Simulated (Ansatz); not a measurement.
# C4H6S (2,3-dihydrothiophene): BLYP/def2-SVP

Aim: the electronic atomisation energy of C4H6S (2,3-dihydrothiophene) at BLYP/def2-SVP, from 4 runs. 

The results are computed with Ansatz 0.2.0.

49 further runs of the same task are left out: 49 set aside as unsound or not needed.

### Step 1. Starting point

C4H6S has 11 atoms, charge 0, and is taken as a singlet. As SMILES, `C1=CSCC1`. The coordinates come from a PBE0-D4/def2-TZVP relaxation. This is one conformer, not always the lowest.

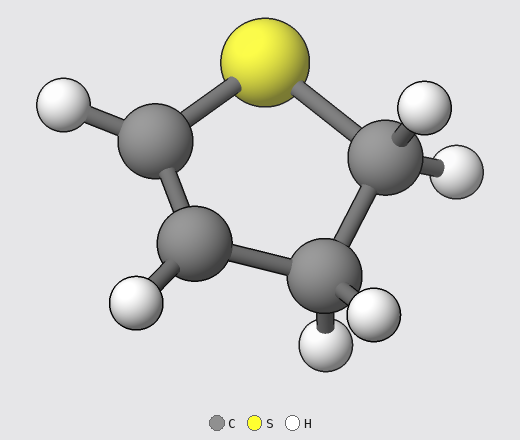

The structure, seen from a chosen angle (carbon grey, sulfur yellow, hydrogen white).

### Step 2. The energy at BLYP/def2-SVP

Contents of run.yaml:

```yaml
crystal:
  periodic: [false, false, false]
  atoms:
    - {symbol: C, position_ang: [0.280500, 1.058200, -0.374100]}
    - {symbol: C, position_ang: [1.266700, 0.759000, 0.465700]}
    - {symbol: S, position_ang: [1.220700, -0.865500, 1.112000]}
    - {symbol: C, position_ang: [-0.478300, -1.076400, 0.485100]}
    - {symbol: C, position_ang: [-0.649000, -0.083500, -0.663200]}
    - {symbol: H, position_ang: [0.197200, 2.015800, -0.873100]}
    - {symbol: H, position_ang: [2.082600, 1.409500, 0.751800]}
    - {symbol: H, position_ang: [-0.623300, -2.113100, 0.183800]}
    - {symbol: H, position_ang: [-1.164400, -0.846900, 1.303500]}
    - {symbol: H, position_ang: [-0.374400, -0.543900, -1.622300]}
    - {symbol: H, position_ang: [-1.692700, 0.229900, -0.748800]}
basis:
  gaussian:
    orbitals: def2-SVP
total_charge: 0
hamiltonian:
  xc: {name: BLYP}
accuracy: high
output:
  orbitals: {seedname: orbitals}
```

On the command line:

```bash
$ ansatz run run.yaml --threads 1 --pin off --max-ram 3480MiB --events-out events.jsonl --progress --plain --runs-dir runs
```

Standard output:

```text
Warning: RAYON_NUM_THREADS=1 ignored (pool sized by the plan → 1); use --threads N
Functional definition: BLYP
  name "BLYP"
  parameter beta = 0.0042
  parameter a = 0.04918
  parameter b = 0.132
  parameter c = 0.2533
  parameter d = 0.349
  exchange = b88_x(beta = beta)
  correlation = lyp_c(a = a, b = b, c = c, d = d)
2524 factors; integrals over basis functions are off by at most 3.9e-9 eV
mean field evaluation 1: about -15055.3554 eV, gradient 7.8e1 eV
mean field evaluation 2: about -15009.0281 eV, gradient 1.5e2 eV
mean field evaluation 4: about -15069.8946 eV, gradient 2.5e1 eV
mean field evaluation 8: about -15071.5663 eV, gradient 3.3e-1 eV
mean field evaluation 16: about -15071.5666 eV, gradient 1.2e-5 eV
mean field -15071.56659425 eV, -553.8698564638 hartree, gradient 6.0e-8 eV, S^2 0.000000; 0 other end points of the search recorded, 0 dependent functions left out
reference -15071.56665402 eV, -553.8698586604 hartree; 23, 23 occupied and 81, 81 virtual orbitals, 2524 factors
Total energy: -15071.56665402 eV, -553.8698586604 hartree
```

It took 4.8 s on 1 thread of Intel Xeon 6975P-C (Granite Rapids), shared host; peak memory 0.32 GiB.

### Step 3. The C atom, same level

Contents of run.yaml:

```yaml
crystal:
  periodic: [false, false, false]
  atoms:
    - symbol: C
      position_ang: [0.000000, 0.000000, 0.000000]
basis:
  gaussian: {orbitals: def2-SVP}
magnetization: {spin_polarized: true, initial_magnetization: 2}
hamiltonian: {xc: {name: BLYP}}
accuracy: high
```

Run the same way, it converges to -37.80070 Eh (log not shown).

### Step 4. The H atom, same level

Contents of input.yaml:

```yaml
crystal:
  periodic: [false, false, false]
  atoms:
    - symbol: H
      position_ang: [0.000000, 0.000000, 0.000000]
basis:
  gaussian:
    orbitals: def2-SVP
magnetization:
  spin_polarized: true
  initial_magnetization: 1
accuracy: high
hamiltonian:
  xc: {name: BLYP}
```

Run the same way, it converges to -0.49640 Eh (log not shown).

### Step 5. The S atom

Contents of in.yaml:

```yaml
crystal:
  periodic: [false, false, false]
  atoms:
    - {symbol: S, position_ang: [0.000000, 0.000000, 0.000000]}
basis:
  gaussian:
    orbitals: def2-SVP
magnetization:
  spin_polarized: true
  initial_magnetization: 2
accuracy: high
hamiltonian:
  xc: {name: BLYP}
```

On the command line:

```bash
$ ansatz run in.yaml --threads 1 --pin off --max-ram 3480MiB --events-out events.jsonl --progress --plain --runs-dir runs
```

Standard output:

```text
Warning: RAYON_NUM_THREADS=1 ignored (pool sized by the plan → 1); use --threads N
Functional definition: BLYP
  name "BLYP"
  parameter beta = 0.0042
  parameter a = 0.04918
  parameter b = 0.132
  parameter c = 0.2533
  parameter d = 0.349
  exchange = b88_x(beta = beta)
  correlation = lyp_c(a = a, b = b, c = c, d = d)
134 factors; integrals over basis functions are off by at most 2.4e-9 eV
mean field evaluation 1: about -10829.4128 eV, gradient 3.6e0 eV
mean field evaluation 2: about -10829.4804 eV, gradient 2.0e0 eV
mean field evaluation 4: about -10829.5021 eV, gradient 2.1e-1 eV
mean field evaluation 8: about -10829.5022 eV, gradient 1.5e-3 eV
mean field evaluation 16: about -10829.5022 eV, gradient 5.9e-11 eV
mean field evaluation 32: about -10829.5021 eV, gradient 1.1e-1 eV
mean field -10829.50219877 eV, -397.9768653047 hartree, gradient 1.7e-8 eV, S^2 2.001717; 2 other end points of the search recorded, 0 dependent functions left out
reference -10829.50222511 eV, -397.9768662725 hartree; 9, 7 occupied and 9, 11 virtual orbitals, 134 factors
Total energy: -10829.50222511 eV, -397.9768662725 hartree
```

Wall time 0.46 s (1 thread of Intel Xeon 6975P-C (Granite Rapids), shared host).

### Step 6. What came out

Level: BLYP/def2-SVP.

| quantity | value |
| --- | --- |
| molecule: total energy | -553.86986 Eh |
| molecule: HOMO energy | -4.42 eV |
| molecule: LUMO energy | -0.32 eV |
| molecule: HOMO–LUMO gap | 4.10 eV |
| C atom: total energy | -37.80070 Eh |
| C atom: ⟨S²⟩ | 2.002 |
| H atom: total energy | -0.49640 Eh |
| H atom: ⟨S²⟩ | 0.750 |
| S atom: total energy | -397.97687 Eh |
| S atom: ⟨S²⟩ | 2.002 |
| electronic atomisation energy | 46.580 eV |

What this shows: Taking the molecule apart into free atoms costs 46.58 eV (1074 kcal/mol), before zero-point energy and without spin-orbit coupling.
